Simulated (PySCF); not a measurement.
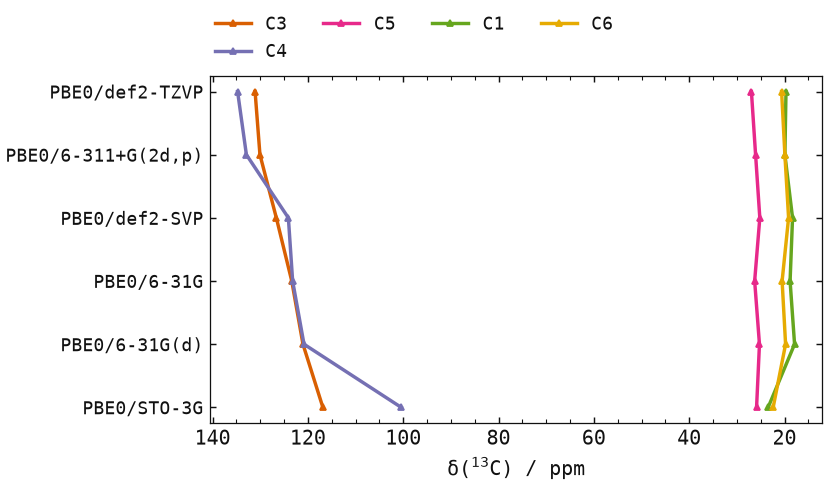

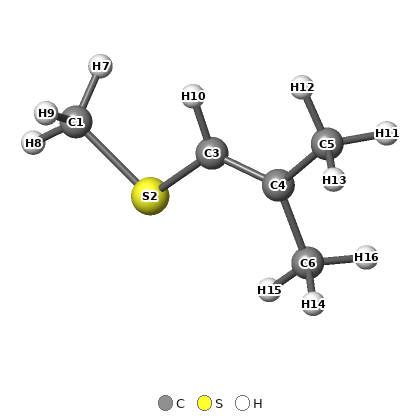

GIAO ¹³C shifts of C₅H₁₀S, SMILES CSC=C(C)C at several levels, one geometry, PySCF 2.14.0, at a PBE0-D3(BJ)/def2-SVP geometry (no frequency check); values of one conformer, averaged over methyl-type rotors and exact or near symmetry; other conformers aren't averaged in; each against TMS at the same level.

Question: Which of the plotted signals depends most on the level, and by how much?

Answer: That of C4: from 100.4 ppm (PBE0/STO-3G) to 134.8 ppm (PBE0/def2-TZVP), a spread of 34.3 ppm. The steadiest, C5, moves by 1.8 ppm.

Question: Do all levels give the signals in the same order?

Answer: No, some signals change places between levels.
